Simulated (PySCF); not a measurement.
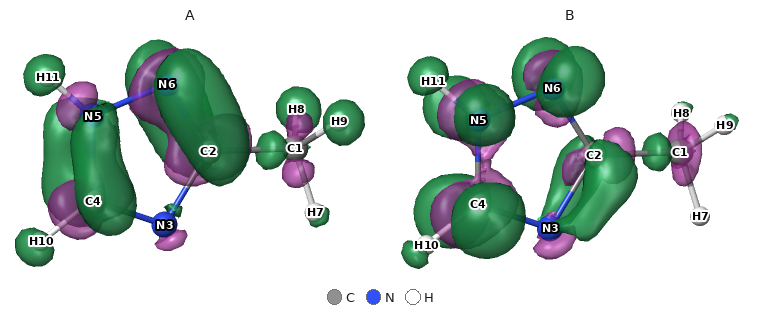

C₃H₅N₃, SMILES `Cc1nc[nH]n1`. The two Fukui functions at ±0.04 e/Å³ (green positive, purple negative).

Method: ωB97X/6-31G*; geometry: GFN2-xTB; program: PySCF. No frequency check shows the geometry to be a minimum.

The calculation's input:

```python
import numpy as np
from pyscf import gto, scf, dft
from pyscf.scf import atom_ks, atom_hf
from scipy.linalg import block_diag

def solve(mol, dm0=None, hcore=None):
    mf = (dft.UKS if mol.spin else dft.RKS)(mol, xc='wb97x')
    mf.grids.level = 3
    mf = mf.density_fit(auxbasis='def2-universal-jkfit')
    mf.conv_tol, mf.max_cycle = 1e-8, 80
    if hcore is not None:
        mf.get_hcore = lambda *args: hcore
    mf.kernel(dm0)
    if not mf.converged:
        mf = mf.newton().run(mf.mo_coeff, mf.mo_occ, max_cycle=30)
    assert mf.converged, 'SCF not converged'
    return mf

mol = gto.M(atom='''
C      2.10268     0.00346    -0.00006
C      0.62142     0.00751    -0.00012
N     -0.11645    -1.13175     0.00002
C     -1.35325    -0.70920     0.00010
N     -1.37513     0.63679    -0.00013
N     -0.11610     1.09788    -0.00011
H      2.45459    -1.02354    -0.00007
H      2.47784     0.52049    -0.88032
H      2.47747     0.52010     0.88154
H     -2.22828    -1.32556    -0.00019
H     -2.15289     1.27743     0.00108
''', basis='6-31g*', charge=0, spin=0, verbose=4)
mf = solve(mol)
out = dict(e0=mf.e_tot, dm0=mf.make_rdm1(), c=mf.mo_coeff, occ=mf.mo_occ, eps=mf.mo_energy)
for name, dq, spin in [('cation', 1, 1), ('anion', -1, 1)]:
    ion = mol.copy().set(charge=mol.charge + dq, spin=spin).build()
    mi = solve(ion)
    if spin and dq > 0 and mol.nao < 130:
        c, _, stable, _ = mi.stability(return_status=True)
        if not stable:
            mi = solve(ion, mi.make_rdm1(c, mi.mo_occ))
    print(name, 'vertical energy change / eV', (mi.e_tot - mf.e_tot) * 27.211386)
    out.update({'e_' + name: mi.e_tot, 'dm_' + name: mi.make_rdm1(), 's2_' + name: mi.spin_square()[0], 'eps_' + name: mi.mo_energy, 'occ_' + name: mi.mo_occ})
# spherically averaged free atoms, for the promolecule
atm = atom_ks.get_atm_nrks(mol, xc='wb97x')
pro = block_diag(*[(atm[a[0]][2] * atm[a[0]][3]) @ atm[a[0]][2].T for a in mol._atom])
np.savez('result.npz', pro=pro, **out)
```

Command:

```sh
OMP_NUM_THREADS=1 python input.py
```

The run took 63 s on 1 thread of AMD EPYC 9R45 96-Core Processor (Zen 5), on a shared host, peak memory 0.62 GiB.

Partitions, critical points and surface values were worked out afterwards from this run's density.

### Which panel is f⁻ (electron removed) and which f⁺ (electron added)?

A is f⁻, B is f⁺. f⁻ (Hirshfeld-condensed) is largest on N6 (0.21), C4 (0.15) and C2 (0.14); the vertical ionisation energy is 9.56 eV. f⁺ (Hirshfeld-condensed) is largest on C4 (0.19), N6 (0.17) and N5 (0.12); the vertical electron affinity is −2.88 eV (the stability of the anion's solution wasn't checked; negative, but this basis has no diffuse functions, so it doesn't show that the anion is unbound).

### What chemical potential and hardness follow from the two energies?

μ = −(I + A)/2 = −3.34 eV and η = I − A = 12.45 eV.
